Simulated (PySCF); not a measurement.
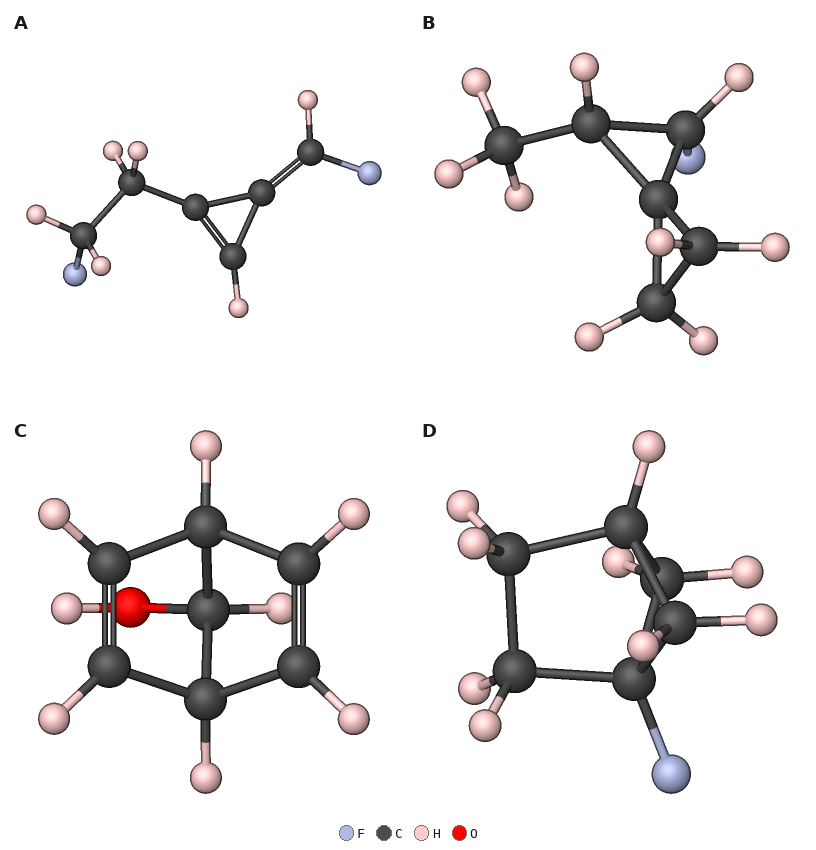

Simulated data, not a measurement (program: PySCF).

Match each picture to its SMILES.
(1) F/C=C1C=C\1CCF
(2) O[C@H]1[C@H]2C=C[C@@H]1C=C2
(3) F[C@]12CC[C@H](C1)C2
(4) C[C@@H]1[C@H](F)C12CC2

Answer. A is (1), B is (4), C is (2), D is (3).
